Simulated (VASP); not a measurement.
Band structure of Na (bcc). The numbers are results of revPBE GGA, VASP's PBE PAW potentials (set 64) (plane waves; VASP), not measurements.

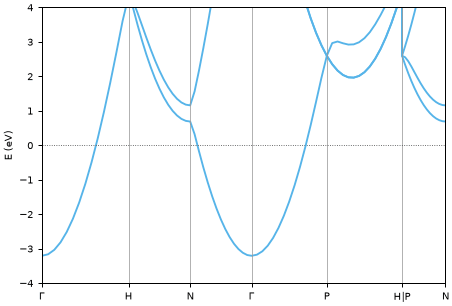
Fig. 1. Bands along high-symmetry lines, zero at the valence-band maximum or, without a gap, the Fermi level

### Question
Read the plot: is there a gap, and where are the band edges?

### Answer
It has no gap at this level: it comes out as a metal or semimetal. (Edges off the drawn lines would not show.)

The compound is Na in the bcc structure. It was relaxed first.
